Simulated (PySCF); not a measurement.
NMR shielding calculation of C6H14AlFS

C6H14AlFS, computed with GIAO PBE0/pcSseg-1 NMR shielding, non-relativistic, gas phase (PySCF 2.14.0).

The geometry comes from this level: GFN2-xTB. It belongs to a series of runs on one base structure; here: CH2 inserted into a C-F bond. Figures and captions count atoms from 1; the log counts them from 0 in places.

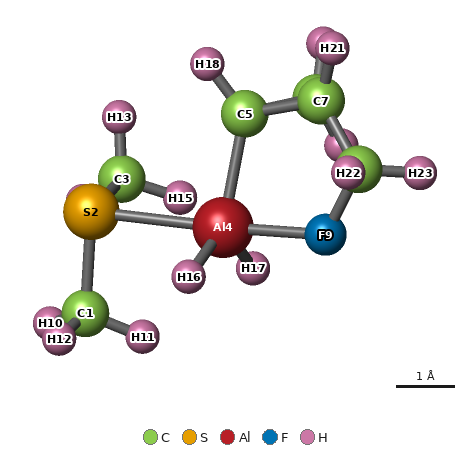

The structure as given in the input (ball-and-stick view, seen at a tilt; atoms are numbered from 1 in the order of the input). Sticks mark near contacts.

### Key numbers

| quantity | value |
| --- | --- |
| outcome | converged |
| total energy | −976.782835 hartree |
| HOMO | −6.74 eV |
| LUMO | 0.76 eV |
| dipole moment | 1.63 D |
| isotropic shielding, C | 91.6 to 188.6 ppm |
| isotropic shielding, S | 610.7 ppm |
| isotropic shielding, Al | 443.2 ppm |
| isotropic shielding, F | 421.3 ppm |
| isotropic shielding, H | 26.5 to 32.2 ppm |
| hardware | 1 CPU thread, shared host |
| wall time | 71 s |
| peak memory | 1.1 GiB |

### Input file
```
{"job": {"kind": "nmr", "xc": "PBE0", "basis": "pcSseg-1"}, "charge": 0, "multiplicity": 1}
C      2.974026    -1.303378    -0.600436
S      2.248615     0.351173    -0.602254
C      2.333745     0.743256     1.164662
Al    -0.034081    -0.636084    -0.493239
C     -0.963822     1.137125    -0.162244
C     -1.762111     1.013874     1.127706
C     -2.460862     0.932500    -0.183967
C     -2.950609    -0.419690    -0.631613
F     -1.890880    -1.322102    -0.516430
H      3.931369    -1.271103    -0.089396
H      2.293502    -2.002168    -0.115692
H      3.115250    -1.586793    -1.638130
H      2.056296     1.786844     1.267596
H      3.351353     0.594030     1.511870
H      1.636616     0.115234     1.717064
H      0.225970    -1.274710    -1.902833
H      0.288973    -1.470091     0.816648
H     -0.679816     2.167804    -0.383134
H     -1.922821     1.883842     1.749081
H     -1.665799     0.090097     1.690156
H     -3.125098     1.738143    -0.475834
H     -3.243362    -0.426228    -1.684228
H     -3.761205    -0.814591    -0.009397
```

The first line tells a small driver script what to run in PySCF; the rest is the geometry in Å.

Launch command:
```bash
OMP_NUM_THREADS=1 python <driver script> task.json out
```

### What the program printed
```
coarse grid: 19536 points
cycle   1  E = -976.6526982404  dE =  9.728e-01  |g| = 5.202e-01  |ddm| = 4.172e+00
cycle   2  E = -976.6320288610  dE =  2.067e-02  |g| = 6.287e-01  |ddm| = 1.111e+00
cycle   3  E = -976.7179339363  dE = -8.591e-02  |g| = 7.084e-02  |ddm| = 6.482e-01
cycle   4  E = -976.7188579711  dE = -9.240e-04  |g| = 2.287e-02  |ddm| = 7.156e-02
cycle   5  E = -976.7189556547  dE = -9.768e-05  |g| = 8.764e-03  |ddm| = 2.409e-02
cycle   6  E = -976.7189715023  dE = -1.585e-05  |g| = 1.487e-03  |ddm| = 8.650e-03
cycle   7  E = -976.7189720455  dE = -5.432e-07  |g| = 3.023e-04  |ddm| = 1.942e-03
final grid: 177696 points
cycle   8  E = -976.7828084662  dE = -5.580e-05  |g| = 1.070e-02  |ddm| = 3.720e-02
cycle   9  E = -976.7827924201  dE =  1.605e-05  |g| = 1.383e-02  |ddm| = 1.937e-02
cycle  10  E = -976.7828352431  dE = -4.282e-05  |g| = 9.052e-04  |ddm| = 1.100e-02
cycle  11  E = -976.7828353800  dE = -1.369e-07  |g| = 2.780e-04  |ddm| = 9.176e-04
cycle  12  E = -976.7828353913  dE = -1.133e-08  |g| = 7.600e-05  |ddm| = 2.537e-04
cycle  13  E = -976.7828353927  dE = -1.333e-09  |g| = 1.924e-05  |ddm| = 9.894e-05
cycle  14  E = -976.7828353927  dE = -8.208e-11  |g| = 3.517e-06  |ddm| = 1.869e-05
```

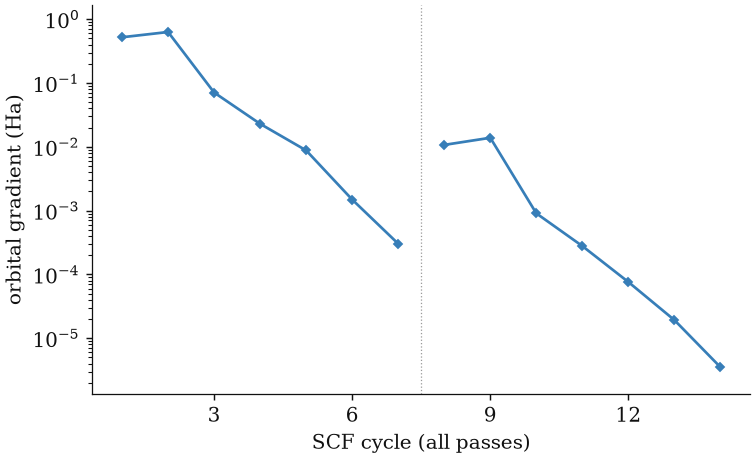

Convergence of the self-consistent field: orbital gradient against the SCF cycle. The dotted line marks the change from a coarse to the final integration grid. The first 7 cycles use a coarse grid, the final grid takes over at cycle 8, and the field converges after 14 cycles in all.

```
converged SCF energy = -976.7828353927

GIAO shielding tensors (ppm)
atom      isotropic    diamagn.    paramagn.     s11        s22        s33       span
  0 C      161.199     252.570     -91.371    143.027    153.711    186.860     43.833
  1 S      610.719    1060.291    -449.572    456.487    617.750    757.919    301.432
  2 C      159.366     253.400     -94.034    145.133    146.265    186.701     41.567
  3 Al     443.235     794.011    -350.776    373.116    458.783    497.807    124.692
  4 C      188.559     247.331     -58.771    154.942    188.002    222.734     67.791
  5 C      176.219     253.338     -77.119    153.078    169.226    206.352     53.274
  6 C      170.945     261.530     -90.585    139.236    159.028    214.571     75.335
  7 C       91.592     238.870    -147.278     44.652     78.494    151.630    106.978
  8 F      421.295     477.949     -56.654    386.167    400.258    477.460     91.293
  9 H       30.040      28.884       1.156     24.605     27.349     38.165     13.559
 10 H       28.826      30.828      -2.002     23.138     29.527     33.813     10.675
 11 H       29.603      29.882      -0.279     24.912     25.819     38.078     13.166
 12 H       29.476      31.922      -2.445     24.965     26.937     36.527     11.562
 13 H       29.848      29.917      -0.069     24.274     27.341     37.929     13.655
 14 H       28.710      32.306      -3.596     23.710     28.954     33.466      9.755
 15 H       27.813      31.390      -3.577     22.425     28.763     32.252      9.827
 16 H       28.285      31.652      -3.367     24.512     28.790     31.554      7.042
 17 H       32.182      32.945      -0.763     25.227     28.907     42.412     17.185
 18 H       30.814      31.827      -1.012     25.281     26.072     41.089     15.808
 19 H       31.611      32.385      -0.774     25.727     30.321     38.784     13.057
 20 H       30.670      32.086      -1.416     23.910     26.889     41.212     17.301
 21 H       26.464      27.576      -1.112     21.563     25.866     31.962     10.399
 22 H       26.606      26.401       0.205     21.635     25.921     32.261     10.625
```

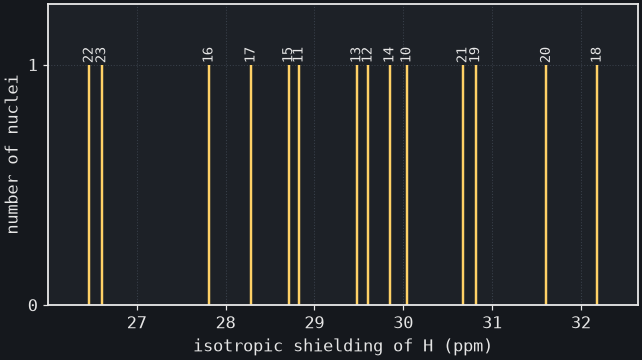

Isotropic shieldings of the hydrogen nuclei in this fixed geometry, labelled by atom number; shielding grows to the right, so chemical shift grows to the left. The least shielded is H22 (26.5 ppm), the most shielded H18 (32.2 ppm).

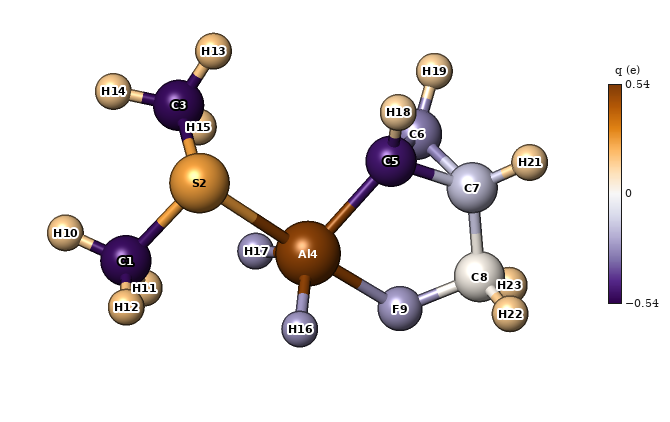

IAO charges, as the colour of each atom (ball-and-stick view, seen at a tilt; atoms are numbered from 1 in the order of the input). By element: C −0.50 to +0.02, S +0.27, Al +0.51, F −0.25 and H −0.26 to +0.18 e.
